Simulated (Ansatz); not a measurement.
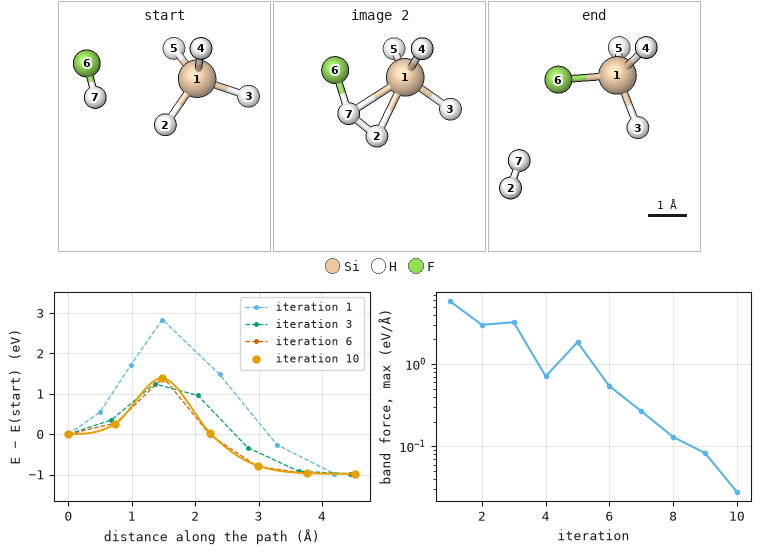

A search for the minimum-energy path of SiH₅F by the nudged elastic band. Images are numbered from 0 (start) to 6 (end). The plot follows the band through its iterations. A ball-and-stick model, seen at a tilt.

Computed with Ansatz 0.2.0, RKS B3LYP-D4/def2-SVP.

The input:
```yaml
crystal:
  periodic: [false, false, false]
  atoms:
    - { symbol: Si, position_ang: [0.277578, 0.0, -0.117099] }
    - { symbol: H, position_ang: [0.248618, -1.0e-06, 1.379746] }
    - { symbol: H, position_ang: [1.706743, 1.0e-06, -0.541678] }
    - { symbol: H, position_ang: [-0.395485, 1.224475, -0.623144] }
    - { symbol: H, position_ang: [-0.395485, -1.224475, -0.623145] }
    - { symbol: F, position_ang: [-2.455237, 0.0, 1.280051] }
    - { symbol: H, position_ang: [-1.752431, 1.0e-06, 1.88567] }
basis:
  gaussian: { orbitals: def2-SVP }
hamiltonian:
  xc: b3lyp
  dispersion: d4
neb:
  order_check: false
  images: 5
  f_tol: 0.05
  max_iterations: 60
  final_atoms:
    - { symbol: Si, position_ang: [-0.25614971, 3.2e-07, -0.7394984] }
    - { symbol: H, position_ang: [-0.51451024, -3.1e-07, 3.4386204] }
    - { symbol: H, position_ang: [1.07473045, 3.3e-07, -0.07579666] }
    - { symbol: H, position_ang: [-0.42565727, 1.22205343, -1.56932266] }
    - { symbol: H, position_ang: [-0.42565706, -1.22205257, -1.56932301] }
    - { symbol: F, position_ang: [-1.40675291, 5.0e-08, 0.41868603] }
    - { symbol: H, position_ang: [-0.81170226, -2.4e-07, 2.73703531] }
  initial_path:
    images:
      - { positions_ang: [[0.277578, 0.0, -0.117099], [0.248618, -1.0e-06, 1.379746], [1.706743, 1.0e-06, -0.541678], [-0.395485, 1.224475, -0.623144], [-0.395485, -1.224475, -0.623145], [-2.455237, 0.0, 1.280051], [-1.752431, 1.0e-06, 1.88567]] }
      - { positions_ang: [[0.18857524, 8.0e-08, -0.07426887], [0.15210678, -7.3e-07, 1.52671699], [1.60470951, 7.8e-07, -0.50626829], [-0.48466403, 1.21345011, -0.58015374], [-0.48466402, -1.21344989, -0.58015459], [-2.23657724, 3.0e-08, 1.03874444], [-1.50518523, 6.1e-07, 1.81578505]] }
      - { positions_ang: [[0.09957247, 1.5e-07, -0.03143875], [0.05559556, -4.6e-07, 1.67368799], [1.50267603, 5.6e-07, -0.47085858], [-0.57384306, 1.20242523, -0.53716347], [-0.57384305, -1.20242477, -0.53716417], [-2.01791748, 6.0e-08, 0.79743789], [-1.25793946, 2.2e-07, 1.7459001]] }
      - { positions_ang: [[0.01056971, 2.3e-07, 0.01139138], [-0.04091567, -1.9e-07, 1.82065898], [1.40064254, 3.5e-07, -0.43544887], [-0.66302209, 1.19140034, -0.49417321], [-0.66302207, -1.19139966, -0.49417376], [-1.79925773, 9.0e-08, 0.55613133], [-1.01069369, -1.6e-07, 1.67601515]] }
      - { positions_ang: [[-0.07833677, 2.6e-07, -0.23890522], [-0.19878052, -2.3e-07, 2.35997945], [1.29200518, 3.4e-07, -0.3155648], [-0.58390048, 1.20161804, -0.85255636], [-0.5839004, -1.2016173, -0.85255685], [-1.66842279, 8.0e-08, 0.51031623], [-0.94436321, -1.9e-07, 2.02968854]] }
      - { positions_ang: [[-0.16724324, 2.9e-07, -0.48920181], [-0.35664538, -2.7e-07, 2.89929993], [1.18336781, 3.4e-07, -0.19568073], [-0.50477888, 1.21183573, -1.21093951], [-0.50477873, -1.21183494, -1.21093993], [-1.53758785, 6.0e-08, 0.46450113], [-0.87803274, -2.1e-07, 2.38336192]] }
      - { positions_ang: [[-0.25614971, 3.2e-07, -0.7394984], [-0.51451024, -3.1e-07, 3.4386204], [1.07473045, 3.3e-07, -0.07579666], [-0.42565727, 1.22205343, -1.56932266], [-0.42565706, -1.22205257, -1.56932301], [-1.40675291, 5.0e-08, 0.41868603], [-0.81170226, -2.4e-07, 2.73703531]] }
```

Command:
```bash
ansatz run input.yaml --threads 1 --pin off --max-ram 2048MiB --backend cpu --events-out ev --progress --plain --runs-dir out
```

How did the profile develop, and is the result final?

The run is converged, with reservations. The band converged in 10 iterations. The largest component of the band force went from 5.8 to 0.028 eV/Å. The climbing image converged on the top of the path. Its vibrational analysis gives 2 imaginary modes over 30i cm⁻¹, so it isn't confirmed as a transition state. The first iteration put the highest image at 2.84 eV. The energy climbs by 1.38 eV to image 2 and then falls by 2.36 eV, so the end point sits at −0.98 eV.

The run took 64 s on 1 thread of Arm Neoverse V1 (shared host), peak memory 0.1 GiB.
